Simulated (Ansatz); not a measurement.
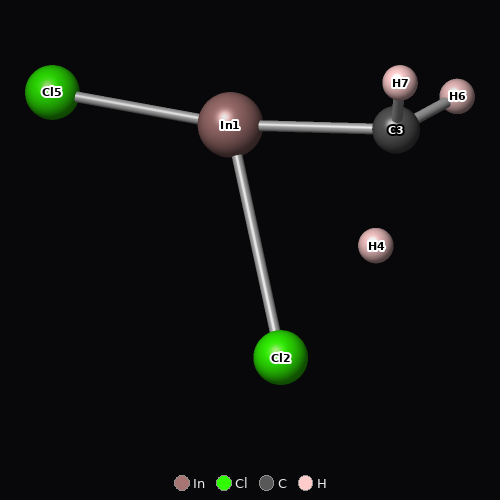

The system is the reacting system CH3Cl2In (fragments CH₃Cl₂In where the first distance is long, CH₂ClIn + ClH where the second is long); the picture shows the reference structure. Coordinates scanned: (1) distance Cl2–H4 (bond that forms); (2) distance In1–Cl2 (bond that breaks). Relaxed at each point: all other coordinates. The grid has 13 × 13 points. Points are written as (first, second). All energies are given in kJ/mol relative to the lowest grid point. The reference is spin-restricted, so regions where a bond is pulled apart into radicals lie too high. The calculation used Ansatz, RKS SPW92 (LDA)/def2-SVP.

Its coordinates:

```
atom    x (Å)    y (Å)    z (Å)
  In  -0.6270   0.8108  -0.5182
  Cl  -1.5990  -1.4699   0.8874
   C   1.0653  -0.2317   0.1651
   H   0.1096  -1.0944   0.6852
  Cl  -2.2709   2.1633  -1.3951
   H   1.6763  -0.5773  -0.6952
   H   1.6456   0.3994   0.8707
```

Range: distance Cl2–H4 (bond that forms) from 1.197 to 2.397 Å; distance In1–Cl2 (bond that breaks) from 2.196 to 3.996 Å.

What landscape does the calculation give?

Answer. The lowest grid point is at (2.397 Å, 2.388 Å). It lies at the edge of the scanned range, so the true minimum may lie outside. The highest grid point, (1.197 Å, 2.196 Å), lies 417 kJ/mol above the lowest.

| second ↓, first → | 1.197 | 1.251 | 1.325 | 1.409 | 1.501 | 1.599 | 1.702 | 1.809 | 1.920 | 2.035 | 2.152 | 2.273 | 2.397 |
| --- | --- | --- | --- | --- | --- | --- | --- | --- | --- | --- | --- | --- | --- |
| 3.996 | 312 | 289 | 271 | 260 | 253 | 249 | 249 | 251 | 254 | 258 | 262 | 264 | 265 |
| 3.810 | 310 | 287 | 269 | 259 | 252 | 247 | 245 | 244 | 245 | 245 | 245 | 244 | 244 |
| 3.629 | 308 | 284 | 266 | 255 | 248 | 241 | 236 | 232 | 229 | 225 | 223 | 221 | 220 |
| 3.452 | 305 | 281 | 262 | 250 | 240 | 231 | 222 | 214 | 207 | 201 | 197 | 194 | 193 |
| 3.280 | 302 | 278 | 257 | 242 | 229 | 216 | 203 | 192 | 182 | 175 | 169 | 165 | 162 |
| 3.114 | 300 | 275 | 252 | 233 | 216 | 198 | 182 | 167 | 155 | 146 | 139 | 133 | 129 |
| 2.953 | 299 | 272 | 246 | 224 | 201 | 179 | 159 | 141 | 127 | 116 | 107 | 101 | 96 |
| 2.799 | 300 | 271 | 242 | 215 | 187 | 161 | 137 | 117 | 100 | 87 | 76 | 69 | 62 |
| 2.652 | 305 | 275 | 241 | 209 | 176 | 146 | 118 | 95 | 76 | 61 | 49 | 40 | 33 |
| 2.514 | 318 | 285 | 247 | 210 | 172 | 138 | 107 | 81 | 60 | 43 | 30 | 19 | 10 |
| 2.388 | 342 | 306 | 264 | 221 | 179 | 141 | 107 | 79 | 55 | 37 | 22 | 10 | 0 |
| 2.277 | 378 | 339 | 292 | 245 | 199 | 157 | 121 | 90 | 65 | 45 | 29 | 15 | 5 |
| 2.196 | 417 | 376 | 326 | 275 | 226 | 182 | 144 | 112 | 85 | 63 | 46 | 32 | 21 |

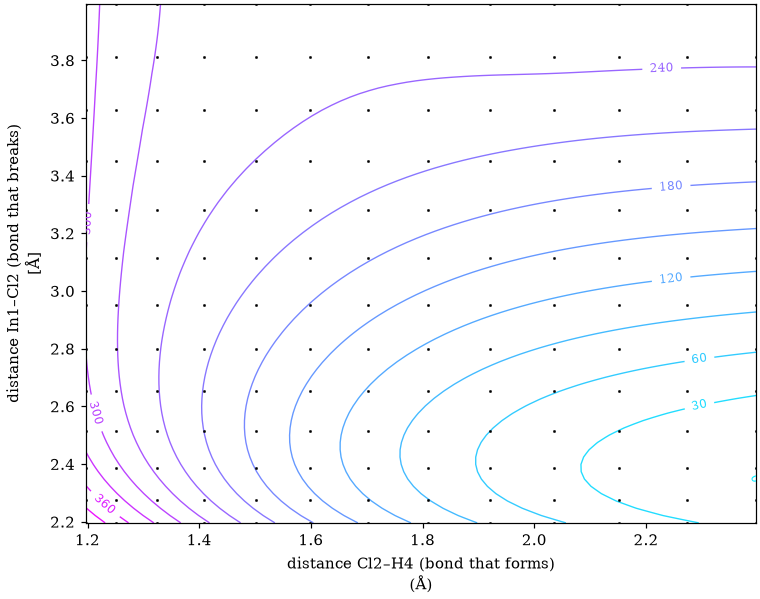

In the figure: contour lines labelled in kJ/mol, dots at the grid points. Between grid points the surface is interpolated.

The whole map (169 points run) took 20 min on 1 thread of Arm Neoverse V1, on a shared host.
